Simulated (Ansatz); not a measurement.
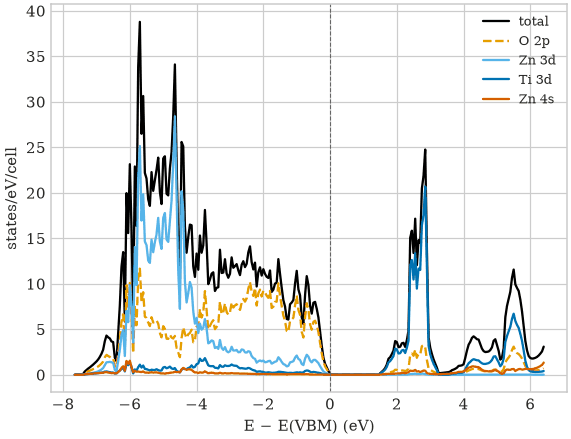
Figure. Total and projected density of states of TiZn₂O₄ in space group Imma (No. 74; Pearson symbol oI28), plane-wave PAW PBEsol (Ansatz code)

Which orbitals carry the states next to the gap?

Top 1 eV of the valence band: O 2p 74 %, Zn 3d 20 %. Bottom 1 eV of the conduction band: Ti 3d 78 %, O 2p 14 %. Projections are on Löwdin-orthogonalised atomic valence shells; empty p or d shells of many metals are not among them.

Where is the tallest occupied peak in this window, and what makes it?

Near -5.7 eV, about 39 states/eV per cell; the largest projected share is Zn 3d.

The first step of the workflow began from a Materials Project structure, measured or hypothetical; the Crystallography Open Database copy checked does not list it. COD files the formula under space group No. 95. Whether it is the stable phase at ambient conditions was not checked. The cell was relaxed with PBEsol under the symmetry of its start; phonons show weakly imaginary modes. The run is not spin-polarised.

Potentials: the later of the program's two PAW sets.
